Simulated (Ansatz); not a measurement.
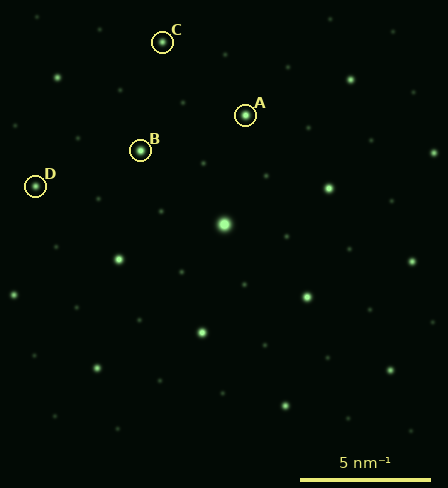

Simulated selected-area electron diffraction pattern (200 kV, kinematic approximation, thin crystal, B = 0.5 Å² for all atoms). The zone axis points towards the electron source and the pattern is seen from the source side.

Crystal: MoW2, space group P6/mmm (No. 191), a = 4.69 Å, c = 2.60 Å (hexagonal axes). Structure: coordinates from a relaxation with DFT PBE, scalar-relativistic, plane waves, PAW in Ansatz; the starting structure was generated, so it need not be a known form of this composition.

Spot A is indexed -2 1 0 and spot B -1 -1 0.

Index the other marked spots.

Answer. C = A + B = -3 0 0 (d = 1.353 Å). D = −A + 2B = 0 -3 0 (d = 1.353 Å).

Find the zone axis.

Answer. The cross product of A and B is parallel to [001]; every spot obeys hu + kv + lw = 0.

What are the spacings of A and B and the angle between them?

Answer. d(A) = 2.343 Å, d(B) = 2.343 Å, and the angle is 60.0°.
